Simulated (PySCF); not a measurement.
## Electronic structure of C2H5BGe (SMILES [BH2][GeH2][C]#C) in real space

```csv
atom,x (Å),y (Å),z (Å)
B,-1.5716,1.0467,0.1105
Ge,-0.5443,-0.6586,-0.1186
C,1.3244,-0.3584,0.0916
C,2.4935,-0.1231,0.2484
H,-1.3399,1.9613,-0.5761
H,-2.3986,1.1661,0.9234
H,-0.8304,-1.7967,0.8245
H,-0.6408,-1.2978,-1.4789
H,3.5213,0.0666,0.3772
```

Geometry: GFN2-xTB.

All numbers below come from CAM-B3LYP/def2-SVPD, SCF density, gas phase in PySCF.

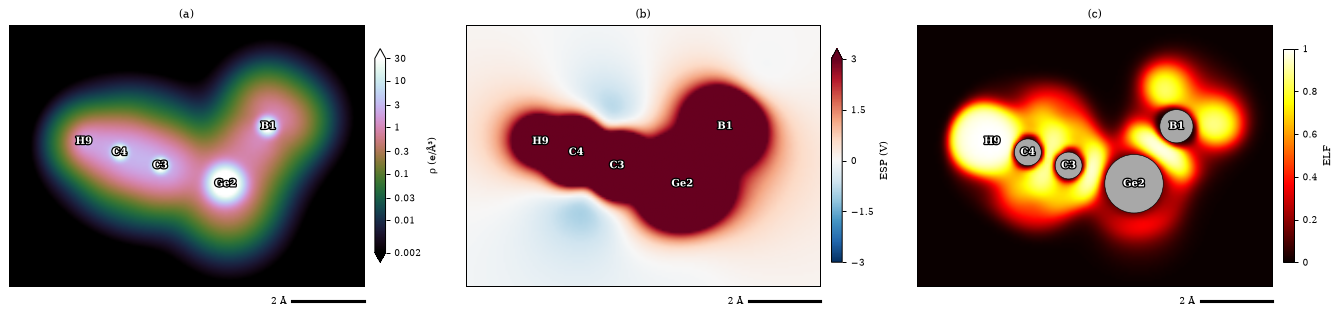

Figure 1. (a) total electron density; (b) electrostatic potential; (c) ELF on the plane of atoms B1, Ge2 and C3. Grey discs cover the atomic cores in the ELF map.

Question: What does the map show?

Answer: The plane passes through B, Ge, C and H nuclei. C–C (1.20 Å): ρ at the midpoint is about 2.8 e/Å³; the ELF peaks at about 0.85 between the atoms (a short, multiple covalent bond). C–Ge (1.90 Å): ρ at the midpoint is about 0.9 e/Å³; the ELF peaks at about 0.95 in the valence shell of C, 0.7 Å from its nucleus, and is about 0.60 at the midpoint. Ge–B (2.00 Å): ρ is about 0.85 e/Å³ halfway; the ELF peaks at about 0.95 between the atoms, as expected for a shared electron pair. C–H (1.05 Å): ρ at the midpoint is about 2.1 e/Å³; the ELF climbs to about 1 towards the hydrogen, as it does in any bond to H; a covalent bond by its length. Outside the dense part of the molecule the potential is most negative (−1.0 V) near C3.

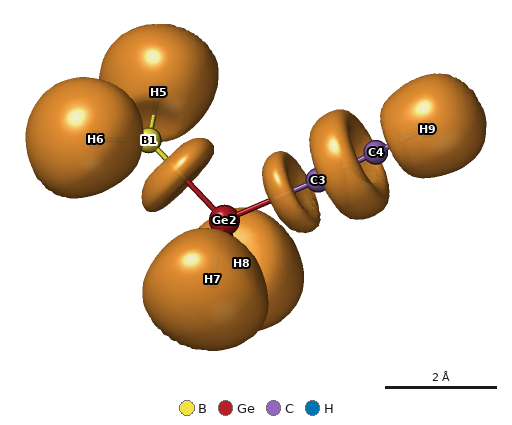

Figure 2. Isosurface of the ELF at 0.75 (orange), seen at a tilt. Only the valence region is drawn (cores and ρ < 0.01 e/Å³ removed).

Question: Describe the localisation domains.

Answer: At this value the surface marks out one region between bonded B–Ge atoms (shared pairs), one region between bonded C–C atoms (shared pairs), five regions around hydrogen nuclei and one lobe of the valence shell of C pointing towards Ge (polar bonds).

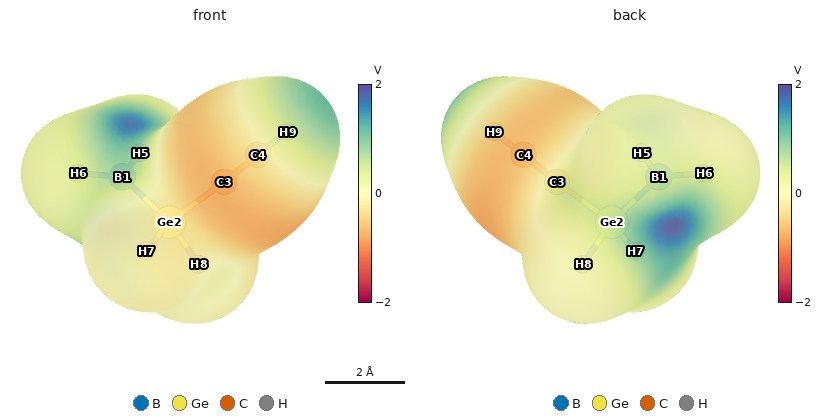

Figure 3. The electrostatic potential painted on the density surface at 0.001 e/bohr³, seen from the front and from behind; the colour scale runs from red (negative) to blue (positive).

Question: Which sites attract a positive test charge, and which a negative one?

Answer: A positive charge is drawn to the negative regions and a negative charge to the positive ones. The most negative region (about −0.8 V) lies over C3 and C4, the most positive (about +1.8 V) over B1.
